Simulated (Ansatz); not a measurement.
# ClH₄O₂PZr···HCl: what the fields show

```xyz
11

Zr    0.2891    0.3987   -0.4609
Cl    0.4115   -0.4583    3.1692
Cl    2.0322   -0.3522   -1.8961
O    -0.9088    1.5186   -1.4471
H    -1.7079    1.7807   -1.9273
O    -0.6524   -1.1020    0.2623
H    -1.0899   -1.7499    0.8328
P     1.2196    2.1679    1.1827
H     2.5141    1.5572    1.3525
H     1.6445    3.0857    0.1556
H     0.2922    0.8768    3.2602
```

Core potentials replace the inner electrons of Zr; not at a stationary point (largest force 0.9 eV/Å).

All numbers below come from RKS PBE/def2-SVP (Ansatz).

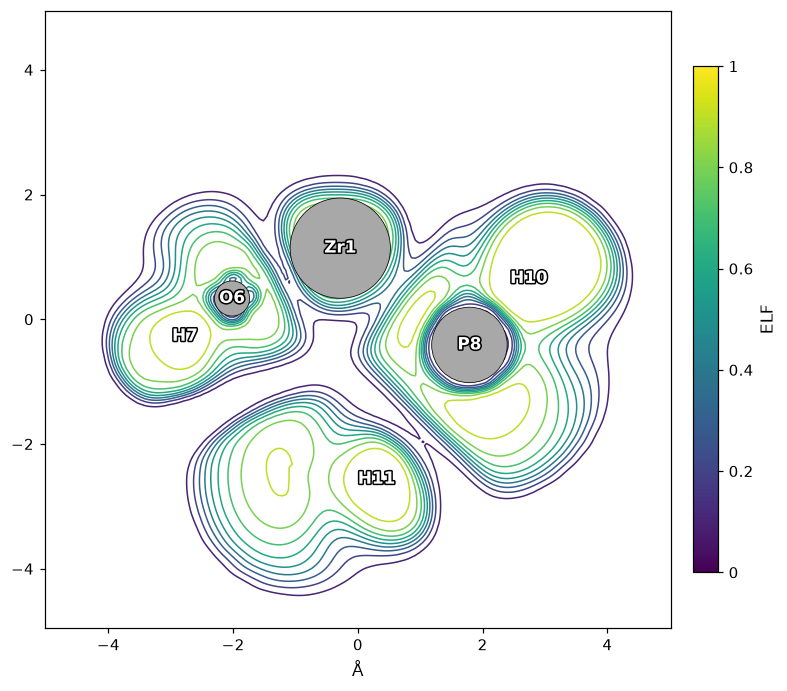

Figure 1. ELF on the plane of atoms O6, Zr1 and P8. Grey discs cover the atomic cores.

**Describe what can be read from this map.**

The section cuts through Zr, O, H and P sites.
P8···H11 (2.62 Å): the ELF dips to about 0.10 between them.
Zr–O (1.91 Å): the ELF peaks at about 0.80 in the valence shell of O, 0.6 Å from its nucleus, and drops to about 0.20 between the two atoms.
Zr–P (2.59 Å): the ELF peaks at about 0.95 in the valence shell of P, 1.0 Å from its nucleus, and is about 0.65 at the midpoint.
O–H (0.97 Å): the ELF climbs to about 1 towards the hydrogen, as it does in any bond to H; a covalent bond by its length.
P–H (1.44 Å): the ELF climbs to about 1 towards the hydrogen.
The ELF also peaks beside Cl2, away from the bonds: lone-pair regions.

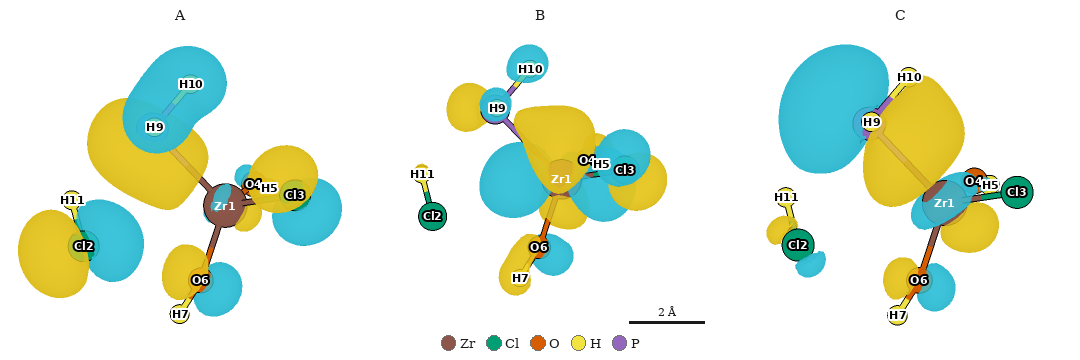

Figure 2. Three frontier orbitals at ±0.08 Å⁻³ᐟ² (yellow and cyan are the two phases), in no order.

**Order the three orbitals by energy and name them.**

A is the HOMO−1 (−7.06 eV). Its weight (Hirshfeld) is mainly on P8 (about 35 %), Cl2 (about 25 %), Cl3 (about 10 %), Zr1 (about 5 %), H10 (about 5 %) and O6 (about 5 %); largely a combination of lone pairs on P8, Cl2, Cl3 and O6. C is the HOMO (−5.66 eV). Its weight (Hirshfeld) is mainly on P8 (about 70 %) and Zr1 (about 20 %). B is the LUMO (−2.05 eV). Its weight (Hirshfeld) is mainly on Zr1 (about 70 %), Cl3 (about 10 %) and P8 (about 10 %).

**What is the HOMO–LUMO gap?**

3.61 eV between the orbital energies.

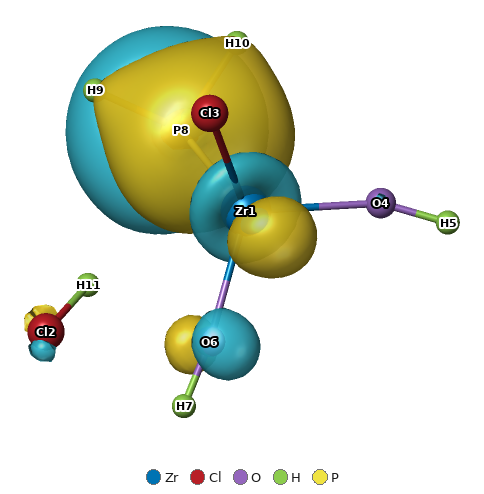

Figure 3. One frontier orbital at ±0.1 Å⁻³ᐟ² (yellow and cyan are the two phases), seen at a tilt.

**Which orbital is it: HOMO or LUMO?**

The HOMO, at −5.66 eV. By Hirshfeld shares it lies mainly on P8 (about 70 %) and Zr1 (about 20 %).
